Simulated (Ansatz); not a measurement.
# SiH₄···NH₃: what the fields show

Input

```
crystal:
  periodic: [false, false, false]
  atoms:
    - { symbol: Si, position_ang: [0.387602, -0.244578, -0.493845] }
    - { symbol: "N", position_ang: [-0.255302, -0.251809, 2.461866] }
    - { symbol: H, position_ang: [-0.78781, -0.752412, 3.171233] }
    - { symbol: H, position_ang: [0.125501, 0.580979, 2.90739] }
    - { symbol: H, position_ang: [1.046289, -0.333922, -1.826507] }
    - { symbol: H, position_ang: [0.244743, 1.187571, -0.149833] }
    - { symbol: H, position_ang: [-0.925628, -0.920482, -0.577706] }
    - { symbol: H, position_ang: [1.257096, -0.924313, 0.477119] }
    - { symbol: H, position_ang: [0.55671, -0.843235, 2.209782] }
basis:
  gaussian: { orbitals: "6-31G*" }
hamiltonian:
  xc: cam_b3lyp
relax:
  f_tol: 0.03
  max_steps: 50
output:
  orbitals: {}
```

Command:

```sh
ansatz run input.yaml --threads 1 --pin off --max-ram 2048MiB --backend cpu --events-out ev --progress --plain --runs-dir out
```

The fields are those of the run's last geometry, not of the input's.

These are results of Ansatz 0.2.0, RKS CAM-B3LYP/6-31G*, not measurements.

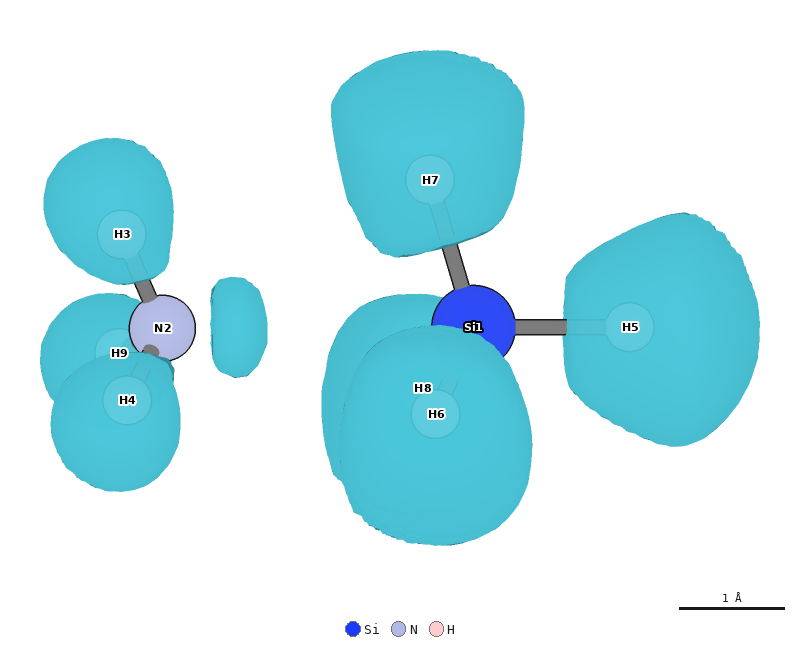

Figure 1. Isosurface of the electron localisation function at 0.9 (cyan), seen across its widest extent. Only the valence region is drawn (cores and ρ < 0.01 e/Å³ removed).

**Describe the localisation domains.**

The ELF exceeds this value in seven regions around hydrogen nuclei and one lobe on N, pointing away from the bonds (lone pairs). Along the contacts the grid gives the following. Si1···N2 (2.98 Å): the ELF is about 0.10 at the midpoint. N–H (1.02 Å): the ELF climbs to about 1 towards the hydrogen, as it does in any bond to H; an ordinary covalent bond to hydrogen.

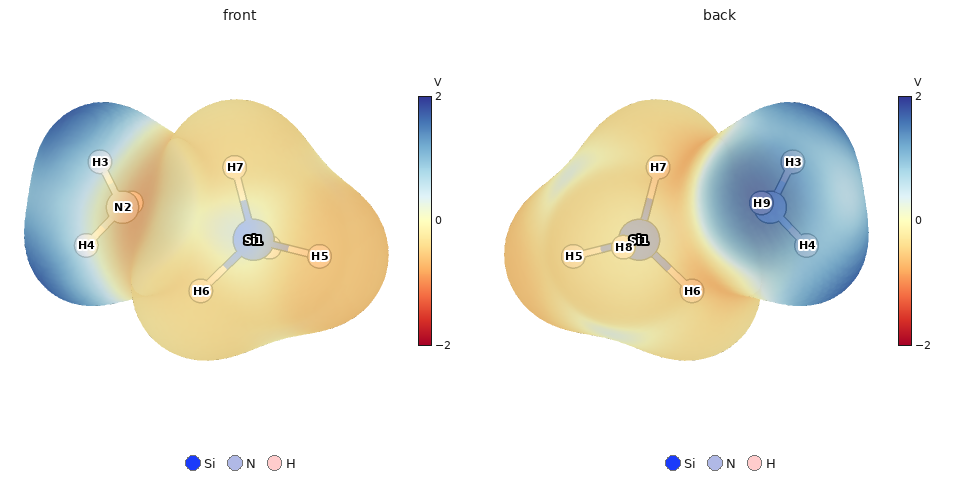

Figure 2. The molecular electrostatic potential painted on the density surface at 0.002 e/bohr³, seen from the front and from behind; red is negative and blue positive.

**Where is the surface potential most negative and most positive?**

The most negative region (about −0.7 V) lies over the gap between the two molecules, near Si1 and N2, the most positive (about +1.7 V) over H3, H4 and H9.

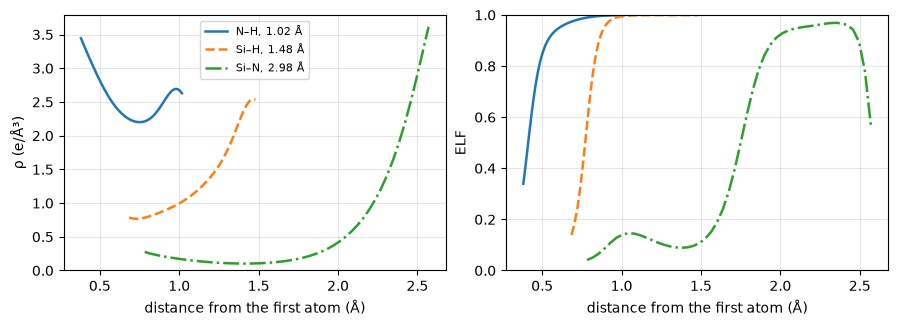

Figure 3. Electron density and electron localisation function along straight lines between neighbouring atoms. The curves leave out the atomic cores.

**What can be read from the curves?**

N–H (1.02 Å): ρ is about 2.8 e/Å³ halfway; the ELF climbs to about 1 towards the hydrogen (a covalent bond by its length).
Si–H (1.48 Å): ρ is about 0.77 e/Å³ halfway; the ELF climbs to about 1 towards the hydrogen.
Si1···N2 (2.98 Å): the density falls to about 0.1 e/Å³ on the way; the ELF is about 0.10 at the midpoint.
